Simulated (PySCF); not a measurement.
## Electronic structure of C₇H₅O₃ (charge −1) in real space

```json
{"atom": "O", "x (Å)": "3.4766", "y (Å)": "0.1417", "z (Å)": "-1.9527"}
{"atom": "C", "x (Å)": "2.4386", "y (Å)": "0.3386", "z (Å)": "-1.3649"}
{"atom": "O", "x (Å)": "1.4975", "y (Å)": "-0.5701", "z (Å)": "-1.2668"}
{"atom": "C", "x (Å)": "0.3870", "y (Å)": "-0.3105", "z (Å)": "-0.4383"}
{"atom": "C", "x (Å)": "-0.8537", "y (Å)": "-0.6659", "z (Å)": "-0.9136"}
{"atom": "C", "x (Å)": "-1.9839", "y (Å)": "-0.5011", "z (Å)": "-0.1266"}
{"atom": "C", "x (Å)": "-1.8296", "y (Å)": "0.0206", "z (Å)": "1.1522"}
{"atom": "C", "x (Å)": "-0.5944", "y (Å)": "0.3694", "z (Å)": "1.6374"}
{"atom": "C", "x (Å)": "0.6066", "y (Å)": "0.2367", "z (Å)": "0.8741"}
{"atom": "O", "x (Å)": "1.7452", "y (Å)": "0.5580", "z (Å)": "1.2951"}
{"atom": "H", "x (Å)": "2.1953", "y (Å)": "1.3200", "z (Å)": "-0.9203"}
{"atom": "H", "x (Å)": "-0.9286", "y (Å)": "-1.0744", "z (Å)": "-1.9142"}
{"atom": "H", "x (Å)": "-2.9601", "y (Å)": "-0.7773", "z (Å)": "-0.5020"}
{"atom": "H", "x (Å)": "-2.7059", "y (Å)": "0.1530", "z (Å)": "1.7801"}
{"atom": "H", "x (Å)": "-0.4949", "y (Å)": "0.7692", "z (Å)": "2.6387"}
```

Geometry: GFN2-xTB.

The calculation used PBE0/def2-SVPD, SCF density, gas phase (PySCF 2.14.0).

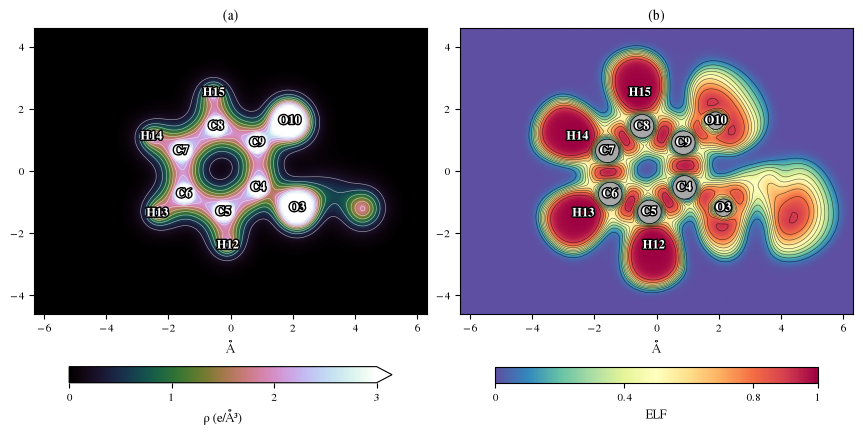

Figure 1. (a) electron density; (b) ELF on the plane of atoms C6, C5 and H12. Grey discs cover the atomic cores in the ELF map.

Q: Describe what can be read from this map.

A: The section cuts through O, C and H sites. C–C (1.37 Å): ρ is about 2.1 e/Å³ halfway; the ELF peaks at about 0.95 between the atoms; localised, covalent bonding. C–H (1.08 Å): ρ is about 1.9 e/Å³ halfway; the ELF climbs to about 1 towards the hydrogen, as it does in any bond to H: an ordinary covalent bond to hydrogen. C–O (1.26 Å): the density is about 3 e/Å³ at the midpoint; the ELF peaks at about 0.85 between the atoms (a short, strongly polar bond). C–C (1.43 Å): the density is about 2 e/Å³ at the midpoint; the ELF peaks at about 0.95 between the atoms: a covalent bond. The ELF also peaks beside O3, O1 and O10, away from the bonds: lone-pair regions.

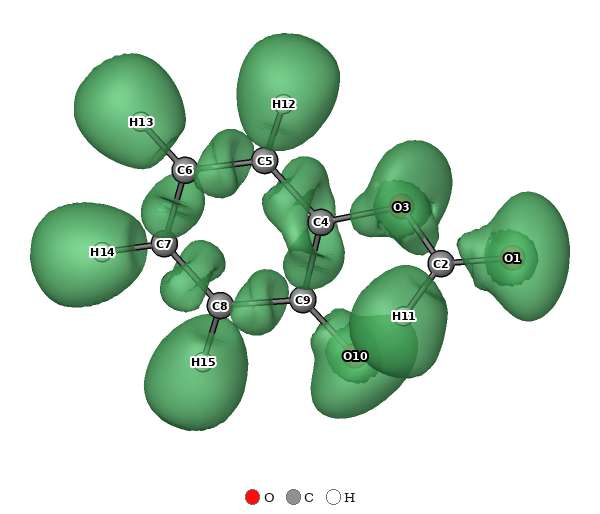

Figure 2. Isosurface of the ELF at 0.75 (green), seen at a tilt. Only the valence region is drawn (cores and ρ < 0.01 e/Å³ removed).

Q: Where are the electrons localised?

A: At this value the surface marks out four regions between bonded C–C atoms (shared pairs), five regions around hydrogen nuclei, one region on C in which the atom's valence shell and bonds are merged and three regions on O in which the atom's valence shell and bonds are merged.


C–O (1.21 Å): the ELF peaks at about 0.85 between the atoms; a short, multiple covalent bond.

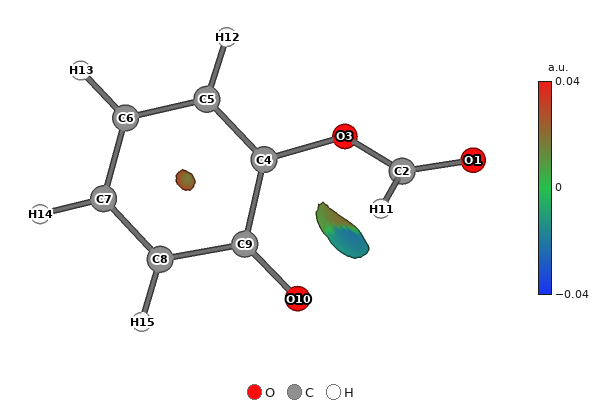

Figure 3. Non-covalent interaction (NCI) plot: the surface where the reduced density gradient is 0.5, for densities under 0.05 a.u., coloured by sign(λ₂)ρ; seen at a tilt.

Q: Which non-covalent interactions does the plot reveal?

A:
- Between H11 and C2 on one side and O10 on the other: a weak contact, attractive (blue-green) on one side and crowded (olive to red) on the other
- Inside the ring or cage of C4, C5, C6, C7, C8 and C9: steric crowding (red)
